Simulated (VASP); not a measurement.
Band structure of MoS2 (2H layered). Calculation: vdW-DF2, VASP's PBE PAW potentials (set 64) (plane waves; VASP).

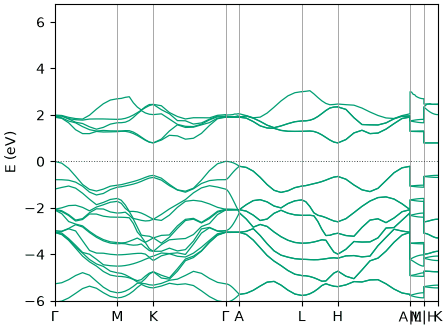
Figure. Bands along high-symmetry lines, zero at the valence-band maximum or, without a gap, the Fermi level

Problem. Read the plot: is there a gap, and where are the band edges?

Solution. The gap is indirect, 0.79 eV, from the valence maximum at Γ to the conduction minimum at K. (Edges off the drawn lines would not show.)

Measured: gap 1.29 eV (computed value off by -0.50 eV), as given by Wei Chen et al., Physical Review Materials (2018), doi:10.1103/physrevmaterials.2.073803.

The compound is MoS2 in the 2H layered structure. It was relaxed first, which changed the volume by +13 %.
